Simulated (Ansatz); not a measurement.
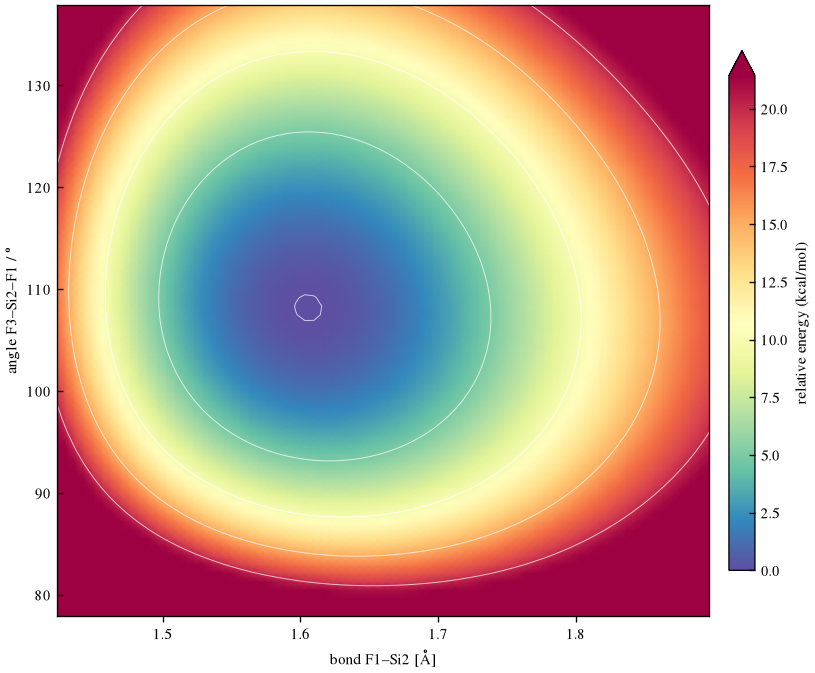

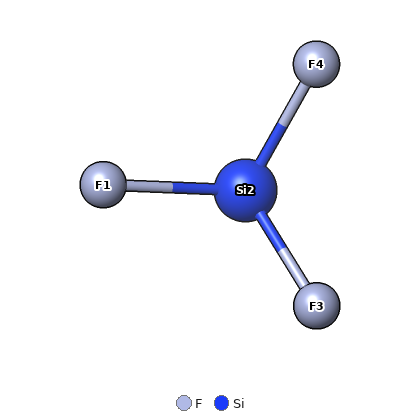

Energy landscape of F₃Si, SMILES F[Si](F)F, spin multiplicity 2. Two internal coordinates are moved rigidly from the geometry relaxed at PBE0-D4/def2-TZVP, all others fixed. The first coordinate is: bond F1–Si2; the second: angle F3–Si2–F1. The grid has 5 × 5 points. Points are written as (first, second). Energies are in kcal/mol, from the lowest grid point. Level of theory: UKS PBE-D4/def2-TZVPP (Ansatz).

In the figure: a smooth colour map with a few white contour lines, one colour for all values above the top of the scale. Between grid points the surface is interpolated. The second picture is the structure at the lowest point.

Describe this landscape.

Answer. The lowest grid point is at (1.616 Å, 108°). No other kind of well shows on this grid. The highest grid point, (1.423 Å, 78°), lies 54.2 kcal/mol above the lowest. Round the minimum the two coordinates are weakly coupled (coupling 0.06 in units of the two stiffnesses).

The input of one point:

```yaml
crystal:
  periodic: [false, false, false]
  atoms:
    - {symbol: F, position_ang: [0.784933, -0.506983, 1.151652]}
    - {symbol: Si, position_ang: [-0.306394, 0.228939, 0.214167]}
    - {symbol: F, position_ang: [-1.017284, -0.877054, -0.664211]}
    - {symbol: F, position_ang: [0.468739, 1.202021, -0.761794]}
basis:
  gaussian: {orbitals: def2-TZVPP}
magnetization: {spin_polarized: true, initial_magnetization: 1}
hamiltonian: {xc: pbe, dispersion: d4}
```
